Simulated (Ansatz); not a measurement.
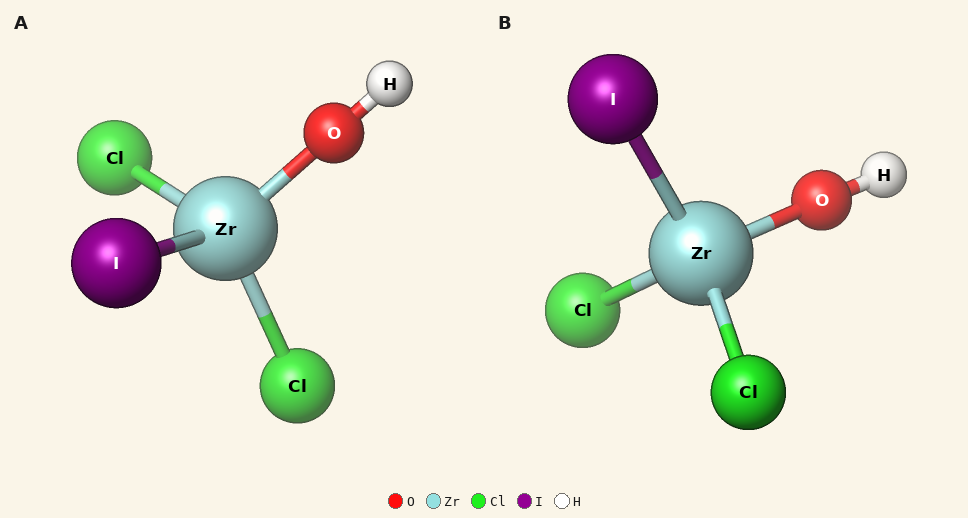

Distant atoms are faded towards the background colour. Charge 0, singlet. Computed geometry: PBE-D4/def2-SVP optimisation. No frequency run is at hand to confirm it as a minimum.

Can A be turned into B by a rotation alone?

Answer. Yes. They are the same structure, Cl2HIOZr ([OH][Zr]([Cl])([Cl])[I]), seen from two directions. With point group Cs it is achiral, so its mirror image would be the same too.
